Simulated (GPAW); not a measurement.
## SnO2 (Cassiterite): G0W0 with GPAW, start to end

Wanted: ground state, empty states, screening and self-energy for SnO2 (Cassiterite).

Calculated with GPAW 26.7.0; PBE and many-body steps on it, plane waves.

**Experimental background.**

- Gap 3.6 eV: experimental gap quoted from earlier work; bulk crystal (quoted in “Study on the Photocatalytic Properties of Flower-Shaped SnO2”, 2022, pmc:9565917).

Report form: the programs' logs are mostly left out.

### 1. Set-up

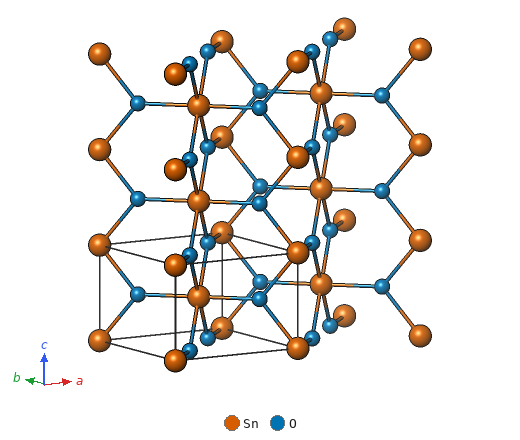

The cell as given, from a free direction (tin orange, oxygen blue). 2×1×3 cells are drawn. Some periodic images of atoms are drawn too.

The cell and positions come from the Crystallography Open Database and are kept as given unless a step says otherwise.

### 2. Ground state

This step: GPAW 26.7.0; DFT, PBE, plane waves, PAW.

The ground-state density comes first.

run.py reads:

```python
import json
import numpy as np
from gpaw.mpi import world
from ase import Atoms
from gpaw import GPAW, PW, FermiDirac

atoms = Atoms(['Sn', 'Sn', 'O', 'O', 'O', 'O'],
    cell=[[4.7380000000, 0.0000000000, 0.0000000000],
      [0.0000000000, 4.7380000000, 0.0000000000],
      [0.0000000000, 0.0000000000, 3.1865000000]],
    scaled_positions=[[0.0000000000, 0.0000000000, 0.0000000000],
      [0.5000000000, 0.5000000000, 0.5000000000],
      [0.3071000000, 0.3071000000, 0.0000000000],
      [0.1929000000, 0.8071000000, 0.5000000000],
      [0.6929000000, 0.6929000000, 0.0000000000],
      [0.8071000000, 0.1929000000, 0.5000000000]],
    pbc=(True, True, True))
calc = GPAW(mode=PW(600),
    xc='PBE',
    kpts={'size': (6, 6, 8), 'gamma': True},
    occupations=FermiDirac(0.001),
    nbands=-9,
    convergence={'density': 1e-6, 'bands': -3},
    maxiter=100,
    txt='gs.txt')
atoms.calc = calc
res = {'energy': atoms.get_potential_energy()}
kpts = calc.get_ibz_k_points()
res['kpts'] = kpts
res['eigenvalues'] = [calc.get_eigenvalues(kpt=k) for k in range(len(kpts))]
res['n_electrons'] = calc.get_number_of_electrons()
calc.write('gs.gpw')

if world.rank == 0:
    with open('result.json', 'w') as f:
        json.dump(res, f, default=lambda x: x.tolist())
```

Command:

```console
$ mpirun -n 8 gpaw python run.py
```

Elapsed: 25 s, on 8 MPI ranks of Arm Neoverse V2, shared host; peak memory 1.5 GiB.

This step gave:

```yaml
total_energy: -38.44 eV
gap: 1.311 eV
k_of_the_valence_top: 0, 0, 0
k_of_the_conduction_bottom: 0, 0, 0
least_direct_gap: 1.311 eV
```

The gap is direct, at Γ.

### 3. Bands along the symmetry lines

Levels along a band path, at the cheap level, show where the edges lie and whether the meshes to come will hold them.

run.py reads:

```python
import json
import numpy as np
from gpaw.mpi import world
from gpaw import GPAW

path = [[0.000000, 0.000000, 0.000000],
    [0.000000, 0.062500, 0.000000],
    [0.000000, 0.125000, 0.000000],
    [0.000000, 0.187500, 0.000000],
    [0.000000, 0.250000, 0.000000],
    [0.000000, 0.312500, 0.000000],
    [0.000000, 0.375000, 0.000000],
    [0.000000, 0.437500, 0.000000],
    [0.000000, 0.500000, 0.000000],
    [0.062500, 0.500000, 0.000000],
    [0.125000, 0.500000, 0.000000],
    [0.187500, 0.500000, 0.000000],
    [0.250000, 0.500000, 0.000000],
    [0.312500, 0.500000, 0.000000],
    [0.375000, 0.500000, 0.000000],
    [0.437500, 0.500000, 0.000000],
    [0.500000, 0.500000, 0.000000],
    [0.437500, 0.437500, 0.000000],
    [0.375000, 0.375000, 0.000000],
    [0.312500, 0.312500, 0.000000],
    [0.250000, 0.250000, 0.000000],
    [0.187500, 0.187500, 0.000000],
    [0.125000, 0.125000, 0.000000],
    [0.062500, 0.062500, 0.000000],
    [0.000000, 0.000000, 0.000000],
    [0.000000, 0.000000, 0.062500],
    [0.000000, 0.000000, 0.125000],
    [0.000000, 0.000000, 0.187500],
    [0.000000, 0.000000, 0.250000],
    [0.000000, 0.000000, 0.312500],
    [0.000000, 0.000000, 0.375000],
    [0.000000, 0.000000, 0.437500],
    [0.000000, 0.000000, 0.500000],
    [0.000000, 0.062500, 0.500000],
    [0.000000, 0.125000, 0.500000],
    [0.000000, 0.187500, 0.500000],
    [0.000000, 0.250000, 0.500000],
    [0.000000, 0.312500, 0.500000],
    [0.000000, 0.375000, 0.500000],
    [0.000000, 0.437500, 0.500000],
    [0.000000, 0.500000, 0.500000],
    [0.062500, 0.500000, 0.500000],
    [0.125000, 0.500000, 0.500000],
    [0.187500, 0.500000, 0.500000],
    [0.250000, 0.500000, 0.500000],
    [0.312500, 0.500000, 0.500000],
    [0.375000, 0.500000, 0.500000],
    [0.437500, 0.500000, 0.500000],
    [0.500000, 0.500000, 0.500000],
    [0.437500, 0.437500, 0.500000],
    [0.375000, 0.375000, 0.500000],
    [0.312500, 0.312500, 0.500000],
    [0.250000, 0.250000, 0.500000],
    [0.187500, 0.187500, 0.500000],
    [0.125000, 0.125000, 0.500000],
    [0.062500, 0.062500, 0.500000],
    [0.000000, 0.000000, 0.500000],
    [0.000000, 0.500000, 0.000000],
    [0.000000, 0.500000, 0.062500],
    [0.000000, 0.500000, 0.125000],
    [0.000000, 0.500000, 0.187500],
    [0.000000, 0.500000, 0.250000],
    [0.000000, 0.500000, 0.312500],
    [0.000000, 0.500000, 0.375000],
    [0.000000, 0.500000, 0.437500],
    [0.000000, 0.500000, 0.500000],
    [0.500000, 0.500000, 0.000000],
    [0.500000, 0.500000, 0.062500],
    [0.500000, 0.500000, 0.125000],
    [0.500000, 0.500000, 0.187500],
    [0.500000, 0.500000, 0.250000],
    [0.500000, 0.500000, 0.312500],
    [0.500000, 0.500000, 0.375000],
    [0.500000, 0.500000, 0.437500],
    [0.500000, 0.500000, 0.500000]]
calc = GPAW('gs.gpw').fixed_density(kpts=path,
    symmetry='off',
    nbands=36,
    convergence={'bands': 32},
    txt='bands.txt')
res = {}
kpts = calc.get_ibz_k_points()
res['kpts'] = kpts
res['eigenvalues'] = [calc.get_eigenvalues(kpt=k) for k in range(len(kpts))]
res['n_electrons'] = calc.get_number_of_electrons()

if world.rank == 0:
    with open('result.json', 'w') as f:
        json.dump(res, f, default=lambda x: x.tolist())
```

Command:

```console
$ mpirun -n 8 gpaw python run.py
```

It took 21 s on 8 MPI ranks; peak memory 1.6 GiB.

This step gave:

| Property | Result |
| --- | --- |
| gap | 1.311 eV |
| k of the valence top | 0, 0, 0 |
| k of the conduction bottom | 0, 0, 0 |
| least direct gap | 1.311 eV |

The gap is 1.311 eV, as in the run before at this level.

The electronic bands at the labelled points (eV, zero at the top of the highest filled band):

```csv
point,band 23,band 24,band 25,band 26,band 27,band 28,band 29,band 30
Γ,-1.21,-0.77,-0.77,0.00,1.31,6.18,6.37,6.37
X,-1.17,-1.17,-0.63,-0.63,4.47,4.47,7.11,7.12
M,-1.29,-1.29,-0.89,-0.89,4.87,4.87,7.55,7.55
Γ,-1.21,-0.77,-0.77,0.00,1.31,6.18,6.37,6.37
Z,-1.65,-1.65,-1.25,-1.25,6.26,6.26,9.81,9.81
R,-1.10,-1.10,-0.68,-0.68,6.53,6.53,8.10,8.10
A,-0.97,-0.97,-0.83,-0.83,4.96,4.96,8.91,8.91
Z,-1.65,-1.65,-1.25,-1.25,6.26,6.26,9.81,9.81
jump to X,-1.17,-1.17,-0.63,-0.63,4.47,4.47,7.11,7.12
R,-1.10,-1.10,-0.68,-0.68,6.53,6.53,8.10,8.10
jump to M,-1.29,-1.29,-0.89,-0.89,4.87,4.87,7.55,7.55
A,-0.97,-0.97,-0.83,-0.83,4.96,4.96,8.91,8.91
```

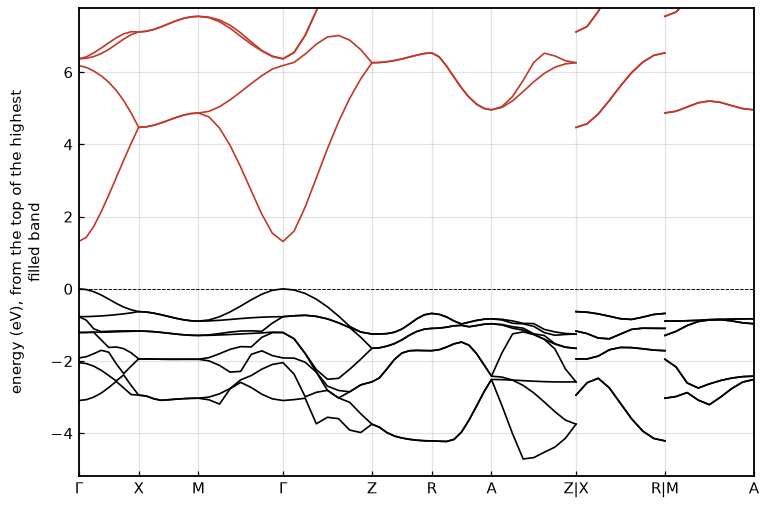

Electronic bands along the path; lines of filled and empty bands in two colours.

### 4. Empty states on the mesh, 4×4×6 mesh, 469 bands

The sums over transitions need many empty states on a uniform mesh; this step solves for them.

run.py reads:

```python
import json
import numpy as np
from gpaw.mpi import world
from gpaw import GPAW

calc = GPAW('gs.gpw').fixed_density(kpts={'size': (4, 4, 6), 'gamma': True},
    parallel={'domain': 1, 'band': 1},
    txt='nscf.txt')
calc.diagonalize_full_hamiltonian(nbands=469)
calc.write('full.gpw', mode='all')
res = {}
kpts = calc.get_ibz_k_points()
res['kpts'] = kpts
res['eigenvalues'] = [calc.get_eigenvalues(kpt=k) for k in range(len(kpts))]
res['n_electrons'] = calc.get_number_of_electrons()

if world.rank == 0:
    with open('result.json', 'w') as f:
        json.dump(res, f, default=lambda x: x.tolist())
```

Command:

```console
$ mpirun -n 8 gpaw python run.py
```

Elapsed: 60 s, on 8 MPI ranks; peak memory 5.3 GiB; 8 min of CPU time.

Numbers from this step:

```
gap                                                           : 1.311 eV
k of the valence top                                          : 0, 0, 0
k of the conduction bottom                                    : 0, 0, 0
least direct gap                                              : 1.311 eV
k points computed                                             : 28
lowest point of the top converged band, above the valence top : 181.6619 eV
```

On this mesh the gap is 1.311 eV.

### 5. Screening and self-energy, 4×4×6 mesh, 213 bands, screening to 120 eV

Now the one-shot GW correction: screening in the RPA, then the self-energy of the levels asked for.

This step: G0W0 on PBE, plane waves, PAW.

run.py reads:

```python
import json
import numpy as np
from gpaw.mpi import world
from gpaw.response.g0w0 import G0W0

gw = G0W0('full.gpw',
    filename='gw',
    kpts=[0],
    bands=(24, 28),
    ecut=120,
    nbands=213,
    integrate_gamma='WS',
    ppa=True)
gw.calculate()
res = {mode: {k: v for k, v in r.items() if k != 'sigma_eskwn'}
       for mode, r in gw.all_results.items()}

if world.rank == 0:
    with open('result.json', 'w') as f:
        json.dump(res, f, default=lambda x: x.tolist())
```

Command:

```console
$ mpirun -n 8 gpaw python run.py
```

Wall time 4.3 min (8 MPI ranks); peak memory 3.4 GiB.

Numbers from this step:

```yaml
g0w0_gap_on_the_points_computed: 3.076 eV
least_direct_g0w0_gap_on_the_computed_points: 3.076 eV
z_at_the_valence_top: 0.7783
z_at_the_conduction_bottom: 0.8392
starting_gap_on_the_mesh: 1.311 eV
k_of_the_valence_top: 0, 0, 0
k_of_the_conduction_bottom: 0, 0, 0
```

The gap on the mesh goes from 1.31 eV to 3.08 eV, a correction of +1.76 eV.

Limits: finite bands, cutoff and mesh; no spin-orbit coupling. v1 is the top filled band, c1 the lowest empty one. Levels before and after the correction, in eV, zero at the valence-band top of each column:

```csv
,conduction bottom,valence top
Kohn-Sham,1.31,0.00
G0W0,3.08,0.00
```

```csv
,level,energy (eV)
Kohn-Sham,Γ v2,-0.772
Kohn-Sham,Γ v1,0.000
Kohn-Sham,Γ c1,1.311
Kohn-Sham,Γ c2,6.184
G0W0,Γ v2,-0.732
G0W0,Γ v1,0.000
G0W0,Γ c1,3.076
G0W0,Γ c2,8.335
```

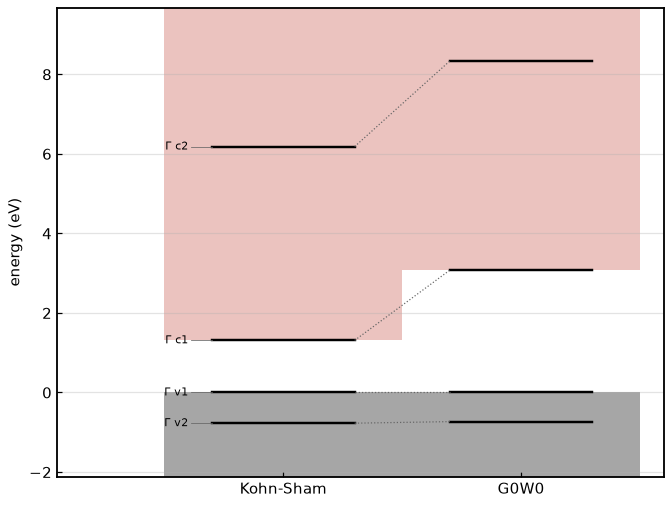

Levels before and after the correction. Shaded: valence and conduction bands.

### 6. Where the time went

Times are wall times on 8 MPI ranks of Arm Neoverse V2, shared host, good to a factor of about two.

```csv
step,time,share,memory (GiB)
ground state,25 s,7 %,1.5
bands along the symmetry lines,21 s,6 %,1.6
empty states on the mesh,60 s,17 %,5.3
screening and self-energy,4.3 min,71 %,3.4
```

### 7. Results

```yaml
pbe_gap: 1.31 eV, direct
g0w0_gap_on_the_mesh: 3.08 eV
gw_settings: 4×4×6 mesh, 213 bands, screening to 120 eV, Godby-Needs plasmon pole
known_limits: not at the basis limit; no spin-orbit coupling
```

In words: G0W0 moves the gap on the mesh from 1.31 eV to 3.08 eV (+1.76 eV), with Z of 0.78 and 0.84 at the edges. Only 1 of the mesh's irreducible points was corrected, so a valley elsewhere could overtake. The dearest step here is «screening and self-energy». Against experiment, by G0W0@PBE: the gap of 3.08 eV lies −0.52 eV from the measured 3.6 eV (kind not stated, quoted 2022). The calculation has static nuclei and no excitons; a measured gap holds zero-point and thermal motion, which mostly lowers it. Against the values above the computed gap that would widen the miss. An edge that is forbidden or weak in absorption could explain it, and so could too strong a screening: the start's gap is only 1.31 eV, and one shot does not repair that. Bands and cutoff are finite, so the gap is not at the basis limit. The miss can reach some tenths of an eV and take either sign; the mesh is an error of its own. These stock PAW sets were not made for GW. In the G0W0 run levels were corrected at 1 k point alone, so a gap called «on the mesh» is the least over those, and an edge elsewhere would be missed. The many-body steps are scalar-relativistic: spin-orbit coupling is not in them.

[Paths, hosts, dates, memory and timing lines, banners, echoed tables and standing remarks are left out of the program output.]

[Logs are printed without paths, hosts, clocks, repeated set-up lines and the standing remarks that a program may print on its own settings, such as how far it seeks lower states.]

[Runs of the session that timed out or met a known fault of the program may be left out.]

[Hosts, paths, dates, database ids (printed as entryN), source tags and the programs' standing remarks are cut or masked in the printed files.]
